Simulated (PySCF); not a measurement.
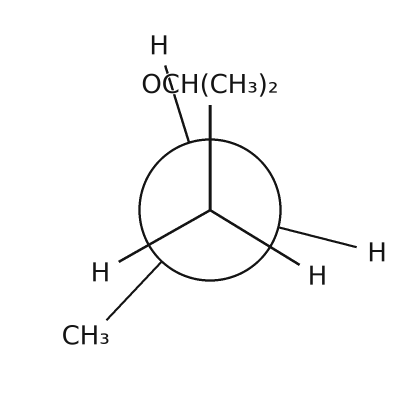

A Newman projection along the C–C bond, carbon in front; angles are drawn as computed, but eclipsed bonds slightly apart. Geometry: an image of a reaction path computed with GFN2-xTB, not a minimum.

Q: Which molecule is it?

A: C6H14O, CCCOC(C)C

Q: What is the torsion angle from the front OCH(CH3)2 to the back CH3? The sign is positive where the front bond must turn clockwise to cover the back bond.

A: −122°, anticlinal. The conformation about this bond is eclipsed.
